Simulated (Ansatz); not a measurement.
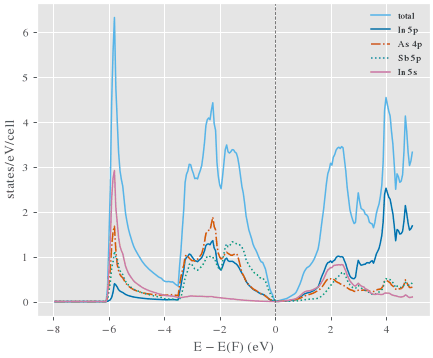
Total and projected density of states of In2SbAs in space group R3m (No. 160; In on 3a, In on 3a, Sb on 3a, As on 3a), r²SCAN in the plane-wave PAW code Ansatz

Question: Which orbitals carry the states next to the Fermi level?

Answer: Within 0.5 eV of the Fermi level: Sb 5p 58 %, As 4p 18 %, In 5p 18 %. Projections are on Löwdin-orthogonalised atomic valence shells; empty p or d shells of many metals are not among them.

Question: Where is the tallest occupied peak in this window, and what makes it?

Answer: Near -5.8 eV, about 6.3 states/eV per cell; the largest projected share is In 5s.

The workflow started from a Materials Project entry (that database holds measured and hypothetical structures alike); the Crystallography Open Database copy checked does not list it. Its standing as an ambient phase is unchecked. The cell was relaxed with r²SCAN under the symmetry of its start; whether a distortion lowers the energy is not shown. Spin–orbit coupling is left out wherever it is not named.

Potentials: the later of the program's two PAW sets.
